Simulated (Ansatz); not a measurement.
## Nudged elastic band of C4H9NSi (part 2 of 2)

C4H9NSi, SMILES C=C=CC[SiH2]N; RKS B3LYP/STO-3G (Ansatz 0.2.0). It belongs to a series of runs on one base structure; here: band between the two ends.

Geometry of the input (Å):
```
C  -0.3946  -2.9981  -0.0396
C  0.2489  -1.8841  0.2230
C  0.8924  -0.7642  0.4780
C  1.0749  0.3935  -0.5203
Si 0.1010  1.9373  -0.0252
N  -1.6317  1.5750  -0.1751
H  0.1138  -3.8841  -0.4467
H  -1.4749  -3.1059  0.1356
H  1.3363  -0.6132  1.4770
H  2.1472  0.6482  -0.5733
H  0.7647  0.0650  -1.5230
H  0.5194  2.3270  1.3122
H  0.3917  3.0350  -0.9205
H  -2.2061  2.4018  0.1280
H  -1.9050  0.8160  0.4990
```

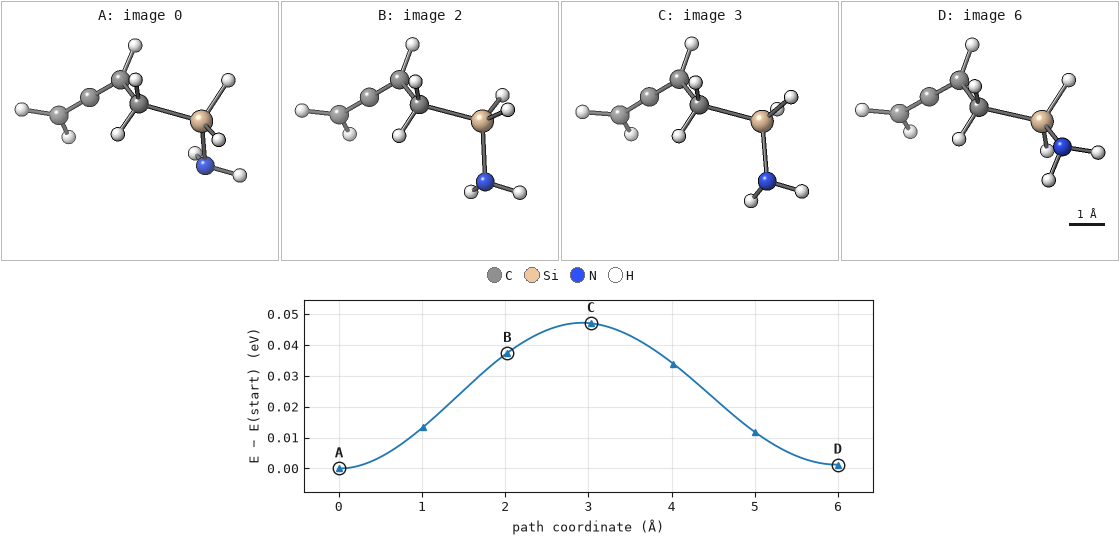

Images of the last band (counted from 0; ball-and-stick, seen at a tilt) above the energy along the path; the line is a cubic interpolation that uses the forces. The highest image is number 3, 0.047 eV above the start and 0.046 eV above the end (the climbing image); the end lies 0.001 eV above the start. The path is 5.99 Å long. The band converged in 26 iterations.

```
Total energy: -13498.11699888 eV, -496.0466503567 hartree
Atom 0 at    -0.147610    -3.143854     0.276911 Å, force     0.011979    -0.011833    -0.006209 eV/Å
Atom 1 at     0.494547    -1.998654     0.291209 Å, force    -0.012521     0.004401     0.005821 eV/Å
Atom 2 at     1.123207    -0.842061     0.303321 Å, force     0.010418     0.002793    -0.006218 eV/Å
Atom 3 at     0.801057     0.342742    -0.624771 Å, force    -0.003193     0.002672     0.005036 eV/Å
Atom 4 at    -0.044072     1.793048     0.264108 Å, force     0.000008     0.003197     0.000892 eV/Å
Atom 5 at    -1.507487     2.213146    -0.657311 Å, force    -0.000618    -0.002544     0.000102 eV/Å
Atom 6 at     0.179540    -3.991209    -0.343066 Å, force     0.001921     0.005560     0.000065 eV/Å
Atom 7 at    -1.044386    -3.319521     0.888786 Å, force    -0.000098     0.002187     0.001932 eV/Å
Atom 8 at     1.936805    -0.678593     1.030561 Å, force    -0.007695    -0.004778     0.001277 eV/Å
Atom 9 at     1.738757     0.695766    -1.084248 Å, force     0.001126    -0.005394    -0.003487 eV/Å
Atom 10 at     0.152321    -0.000724    -1.444590 Å, force    -0.005458    -0.000064     0.003468 eV/Å
Atom 11 at    -0.300884     1.417915     1.645196 Å, force    -0.000532     0.000456     0.000289 eV/Å
Atom 12 at     0.799946     2.966922     0.273677 Å, force     0.001669     0.000514     0.000073 eV/Å
Atom 13 at    -1.979846     3.046454    -0.221942 Å, force     0.002250     0.000004    -0.001802 eV/Å
Atom 14 at    -2.223793     1.447721    -0.568641 Å, force     0.000742     0.002827    -0.001238 eV/Å
Dipole moment:    -0.112233     0.076394     0.233627 e Å
this run last wrote the band of iteration 26 to [file]; this run last wrote the band within `neb.f_tol` of iteration 25 to [file]
```

**The last band as extended XYZ (Å, eV, eV/Å)**
```
15
Properties=species:S:1:pos:R:3:forces:R:3 image=0 energy=-13498.16380
C    -0.3946   -2.9981   -0.0396   -0.0016  -0.0024   0.0072
C     0.2489   -1.8841    0.2230    0.0042   0.0007  -0.0089
C     0.8924   -0.7642    0.4780   -0.0015   0.0031  -0.0010
C     1.0749    0.3935   -0.5203    0.0016  -0.0048   0.0056
Si    0.1010    1.9373   -0.0252    0.0008   0.0063   0.0012
N    -1.6317    1.5750   -0.1751    0.0029  -0.0045  -0.0057
H     0.1138   -3.8841   -0.4467   -0.0003   0.0031  -0.0002
H    -1.4749   -3.1059    0.1356    0.0002   0.0012  -0.0010
H     1.3363   -0.6132    1.4770   -0.0008  -0.0007  -0.0021
H     2.1472    0.6482   -0.5733   -0.0010   0.0003  -0.0001
H     0.7647    0.0650   -1.5230    0.0002  -0.0030  -0.0003
H     0.5194    2.3270    1.3122   -0.0009  -0.0008  -0.0016
H     0.3917    3.0350   -0.9205   -0.0004  -0.0019   0.0019
H    -2.2061    2.4018    0.1280   -0.0031   0.0033   0.0035
H    -1.9050    0.8160    0.4990   -0.0005   0.0001   0.0016
15
Properties=species:S:1:pos:R:3:forces:R:3 image=1 energy=-13498.15044
C    -0.3224   -3.0599    0.0687   -0.0058   0.0022  -0.0040
C     0.3246   -1.9302    0.2395   -0.0005  -0.0005   0.0052
C     0.9727   -0.7986    0.4186   -0.0025   0.0006   0.0017
C     0.9897    0.3836   -0.5664    0.0013   0.0001  -0.0009
Si    0.0789    1.9108    0.0860   -0.0026  -0.0007  -0.0044
N    -1.6362    1.7752   -0.3610    0.0010  -0.0035   0.0094
H     0.1385   -3.9289   -0.4226    0.0022  -0.0006  -0.0022
H    -1.3586   -3.1990    0.4098   -0.0037   0.0024  -0.0063
H     1.5558   -0.6575    1.3448   -0.0039   0.0018   0.0032
H     2.0400    0.6541   -0.7679    0.0048  -0.0002   0.0041
H     0.5432    0.0739   -1.5229    0.0051   0.0001  -0.0016
H     0.3218    2.0154    1.5160    0.0066   0.0067  -0.0007
H     0.5837    3.1124   -0.5395   -0.0030   0.0021  -0.0096
H    -2.1649    2.6208   -0.0265   -0.0014  -0.0061   0.0005
H    -2.0888    0.9771    0.1526    0.0025  -0.0044   0.0058
15
Properties=species:S:1:pos:R:3:forces:R:3 image=2 energy=-13498.12639
C    -0.2495   -3.1032    0.1687   -0.0043  -0.0096   0.0141
C     0.4000   -1.9663    0.2648    0.0139   0.0008  -0.0081
C     1.0553   -0.8287    0.3623   -0.0179  -0.0085   0.0189
C     0.9021    0.3690   -0.5911    0.0095  -0.0011  -0.0122
Si    0.0317    1.8634    0.1897    0.0020   0.0082   0.0039
N    -1.5888    1.9890   -0.5307   -0.0054  -0.0082  -0.0014
H     0.1443   -3.9543   -0.4053    0.0033  -0.0020  -0.0092
H    -1.2171   -3.2700    0.6639   -0.0109   0.0093  -0.0085
H     1.7715   -0.6954    1.1911   -0.0039   0.0100  -0.0006
H     1.9061    0.6740   -0.9293    0.0083   0.0003  -0.0015
H     0.3411    0.0583   -1.4852    0.0053  -0.0015  -0.0031
H     0.0348    1.7117    1.6358    0.0070   0.0015   0.0036
H     0.7274    3.0905   -0.1272   -0.0021   0.0061  -0.0075
H    -2.0917    2.8306   -0.1498   -0.0002   0.0000   0.0053
H    -2.1891    1.1804   -0.2285   -0.0045  -0.0052   0.0064
15
Properties=species:S:1:pos:R:3:forces:R:3 image=3 energy=-13498.11675
C    -0.1476   -3.1439    0.2769    0.0120  -0.0118  -0.0062
C     0.4945   -1.9987    0.2912   -0.0125   0.0044   0.0058
C     1.1232   -0.8421    0.3033    0.0104   0.0028  -0.0062
C     0.8011    0.3427   -0.6248   -0.0032   0.0027   0.0050
Si   -0.0441    1.7930    0.2641    0.0000   0.0032   0.0009
N    -1.5075    2.2131   -0.6573   -0.0006  -0.0025   0.0001
H     0.1795   -3.9912   -0.3431    0.0019   0.0056   0.0001
H    -1.0444   -3.3195    0.8888   -0.0001   0.0022   0.0019
H     1.9368   -0.6786    1.0306   -0.0077  -0.0048   0.0013
H     1.7388    0.6958   -1.0842    0.0011  -0.0054  -0.0035
H     0.1523   -0.0007   -1.4446   -0.0055  -0.0001   0.0035
H    -0.3009    1.4179    1.6452   -0.0005   0.0005   0.0003
H     0.7999    2.9669    0.2737    0.0017   0.0005   0.0001
H    -1.9798    3.0465   -0.2219    0.0022   0.0000  -0.0018
H    -2.2238    1.4477   -0.5686    0.0007   0.0028  -0.0012
15
Properties=species:S:1:pos:R:3:forces:R:3 image=4 energy=-13498.12988
C    -0.0365   -3.2329    0.2678    0.0135  -0.0268   0.0108
C     0.5471   -2.0568    0.2829   -0.0109   0.0131   0.0193
C     1.1078   -0.8655    0.2881   -0.0002  -0.0123  -0.0221
C     0.6652    0.3018   -0.6123    0.0008   0.0002  -0.0001
Si   -0.1145    1.7398    0.3469   -0.0027  -0.0010   0.0024
N    -1.3354    2.4862   -0.7118    0.0012   0.0096   0.0037
H     0.3066   -4.0483   -0.3859   -0.0037   0.0118   0.0069
H    -0.8942   -3.4689    0.9151    0.0115   0.0051  -0.0102
H     1.9455   -0.6626    0.9766    0.0031  -0.0029  -0.0043
H     1.5390    0.6706   -1.1749   -0.0092   0.0019   0.0052
H    -0.0578   -0.0707   -1.3535   -0.0009  -0.0008  -0.0050
H    -0.6506    1.2342    1.6001   -0.0056  -0.0028  -0.0015
H     0.8642    2.7575    0.6578   -0.0017  -0.0078   0.0036
H    -1.7537    3.3284   -0.2397    0.0039   0.0041  -0.0005
H    -2.1547    1.8362   -0.8279    0.0008   0.0087  -0.0079
15
Properties=species:S:1:pos:R:3:forces:R:3 image=5 energy=-13498.15214
C     0.0511   -3.2882    0.3038    0.0023   0.0031  -0.0015
C     0.5831   -2.0882    0.2733    0.0026  -0.0031   0.0052
C     1.1012   -0.8786    0.2317   -0.0002  -0.0006  -0.0019
C     0.5526    0.2725   -0.6301   -0.0028  -0.0007  -0.0015
Si   -0.2236    1.6579    0.4005   -0.0027  -0.0012   0.0015
N    -1.1290    2.7159   -0.7082    0.0082   0.0043  -0.0007
H     0.3767   -4.0889   -0.3757    0.0029  -0.0046  -0.0001
H    -0.7460   -3.5574    1.0119    0.0029  -0.0019   0.0068
H     1.9819   -0.6452    0.8539    0.0002   0.0014  -0.0037
H     1.3744    0.6902   -1.2350   -0.0033   0.0012  -0.0033
H    -0.1942   -0.1269   -1.3324   -0.0039  -0.0015  -0.0017
H    -1.0396    1.0591    1.4439   -0.0069  -0.0030  -0.0018
H     0.7942    2.4667    1.0321   -0.0006  -0.0049   0.0053
H    -1.5166    3.5398   -0.1814    0.0016   0.0048   0.0030
H    -1.9880    2.2204   -1.0591   -0.0003   0.0065  -0.0058
15
Properties=species:S:1:pos:R:3:forces:R:3 image=6 energy=-13498.16257
C     0.1503   -3.3385    0.3468    0.0009   0.0018   0.0006
C     0.6139   -2.1130    0.2626   -0.0015   0.0003  -0.0014
C     1.0710   -0.8814    0.1749    0.0010  -0.0018   0.0002
C     0.4274    0.2388   -0.6618    0.0029  -0.0028   0.0047
Si   -0.3500    1.5843    0.4176   -0.0016   0.0036  -0.0009
N    -0.8966    2.9008   -0.6480    0.0000   0.0003  -0.0018
H     0.4752   -4.1347   -0.3387    0.0001   0.0007  -0.0006
H    -0.5840   -3.6355    1.1096    0.0003   0.0005   0.0004
H     1.9759   -0.6012    0.7405   -0.0008  -0.0001  -0.0013
H     1.2011    0.6960   -1.3008    0.0013  -0.0006  -0.0001
H    -0.3320   -0.1952   -1.3291   -0.0026   0.0009  -0.0007
H    -1.4091    0.9831    1.2114   -0.0001  -0.0009  -0.0002
H     0.6293    2.1460    1.3196    0.0003  -0.0012  -0.0001
H    -1.2586    3.7022   -0.0707   -0.0008  -0.0007   0.0009
H    -1.7357    2.5975   -1.2049    0.0005  -0.0001   0.0004
```

**Results in brief**

| quantity | value |
| --- | --- |
| outcome | converged |
| barrier, forward | 0.047 eV |
| barrier, backward | 0.046 eV |
| wall time | 7.1 min |
| peak memory | 0.12 GiB |

**Remarks**

The order of the saddle point was not checked.
